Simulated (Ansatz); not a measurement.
```xyz
9

Te    0.0028    0.0170   -1.8461
Ge    1.8392   -0.0045   -0.0258
H     1.6874    1.2283    0.9044
H     3.2007    0.0494   -0.7632
H     1.7403   -1.3018    0.8203
Ge   -1.8394    0.0067   -0.0315
H    -3.1952   -0.1224   -0.7698
H    -1.8015    1.3251    0.7865
H    -1.6344   -1.1978    0.9252
```

Geometry: PBE-D4/def2-SVP; core potentials replace the inner electrons of Te.

The calculation used Ansatz 0.2.0, RKS PBE0-D4/def2-TZVP.

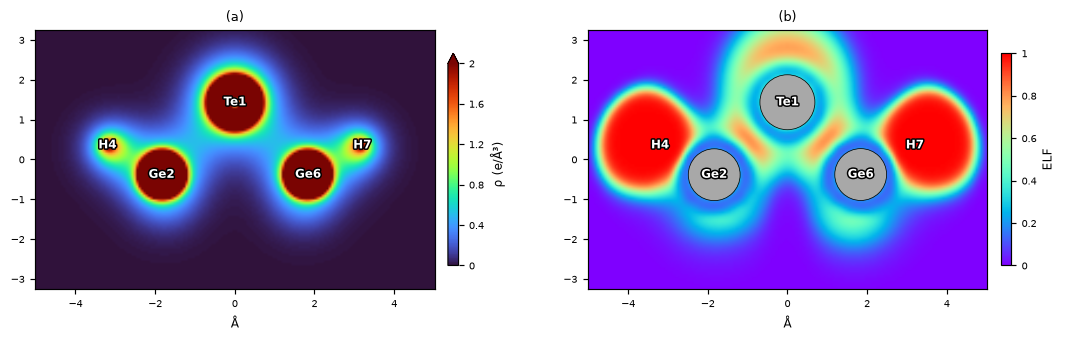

Ge₂H₆Te (Te(GeH3)2). (a) electron density; (b) electron localisation function on the plane of atoms Te1, Ge2 and H4. Grey discs cover the atomic cores in the ELF map.

Q: Interpret the plot.

A:
- Atoms in the plane: Te, Ge and H.
- Ge–Te (2.59 Å): ρ at the midpoint is about 0.52 e/Å³; the ELF peaks at about 0.80 between the atoms: localised, covalent bonding.
- Ge–H (1.55 Å): the density is about 1 e/Å³ at the midpoint; the ELF climbs to about 1 towards the hydrogen.
